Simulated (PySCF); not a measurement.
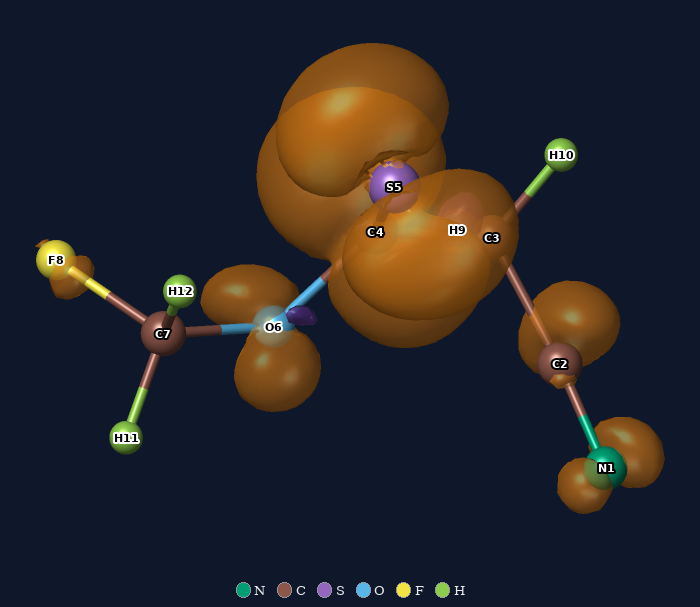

*C4H4FNOS (SMILES [N-]=[C]CC(=S)OCF) (charge −1, doublet). Isosurfaces of the spin density at +0.02 (orange) and −0.02 e/Å³ (purple), seen at a tilt.*

Geometry: GFN2-xTB.

These are results of PySCF, UKS B3LYP, pcH-1 on C F H N O S, non-relativistic, mean-field spin-orbit, GIAO, not measurements.

```xyz
12

N    -2.3206    1.7976   -0.9140
C    -2.0700    0.7904   -0.4114
C    -1.6201   -0.4180    0.2273
C    -0.1699   -0.2433    0.5983
S     0.3037    0.5578    1.9988
O     0.6370   -0.2175   -0.5985
C     1.9567   -0.0528   -0.4232
F     2.6429   -1.2760   -0.5019
H    -1.7377   -1.2616   -0.4644
H    -2.1995   -0.5944    1.1369
H     2.3771    0.5508   -1.2405
H     2.2017    0.3665    0.5667
```

### Which atoms carry the spin?

The unpaired spin (1 electron) lies mostly on C4 (about 0.5) and S5 (about 0.3), in electrons by Hirshfeld's partition.
